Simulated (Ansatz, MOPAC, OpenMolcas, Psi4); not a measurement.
A ladder of methods for BClF2 (chlorodifluoroborane)

BClF2 has 4 atoms, charge 0, and is taken as a singlet. SMILES: `FB(F)Cl`. Geometry: relaxed at PBE0-D4/def2-TZVP.

Each level gives the atomisation enthalpy at 298 K (kJ/mol). The values are calculated. The thermal term (zero-point and 298 K enthalpy, harmonic and unscaled) is that of PBE0-D4/def2-TZVP; the spin-orbit lowering of the free atoms at 298 K, 6.0 kJ/mol by their spectra, is taken off. NDDO methods give heats of formation directly, which measured atomic heats turn into atomisation enthalpies; they were fitted to such heats, often of this very molecule.

**The experiment to reproduce.** NIST-JANAF tables; in doubt: it rests on an older heat of the boron atom gives the atomisation enthalpy at 298 K of the gas as 1736 kJ/mol.

```csv
level,kind,program,value (kJ/mol),computed − measured,CPU time
PM7,semi-empirical,MOPAC,1742,+6,under 2 s
SVWN5/aug-cc-pVDZ,LDA,OpenMolcas,1988,+252,27 s
PBE/aug-cc-pVDZ,GGA,Psi4,1738,+2,32 s
revPBE/aug-cc-pVDZ,GGA,Ansatz,1657,-79,10 s
r2SCAN/aug-cc-pVDZ,meta-GGA,Ansatz,1709,-27,19 s
M06-2X/aug-cc-pVDZ,hybrid meta-GGA,Psi4,1703,-33,41 s
HSE06/aug-cc-pVDZ,range-separated hybrid,Ansatz,1687,-49,9.1 s
PBE-QIDH/aug-cc-pVDZ,double hybrid,Ansatz,1669,-67,12 s
RPA@PBE/aug-cc-pVDZ,RPA,Ansatz,1435,-301,15 s
CCSD(T)/aug-cc-pVDZ,coupled cluster or CI,Psi4,1588,-148,42 s
```

Nearest: PBE/aug-cc-pVDZ (+2 kJ/mol); farthest: RPA@PBE/aug-cc-pVDZ (-301 kJ/mol). Computed less measured by kind, in kJ/mol (aug-cc-pVDZ rows): semi-empirical +6; LDA +252; GGA -79 to +2; meta-GGA -27; global hybrid -33; range-separated hybrid -49; double hybrid -67; RPA -301; coupled cluster or CI -148. In a finite basis correlated wave-function methods underbind, so their errors here aren't those of the basis-set limit. The measured heats of formation of B, Si, Al and metal atoms are uncertain by some kJ/mol each. Times are those of the runs behind each value, whatever else they computed, on shared processors of several kinds: orders of magnitude only.

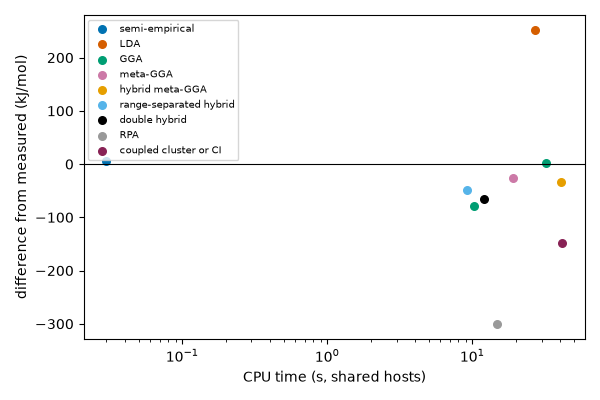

Difference from the measured value against processor time, one point a level.
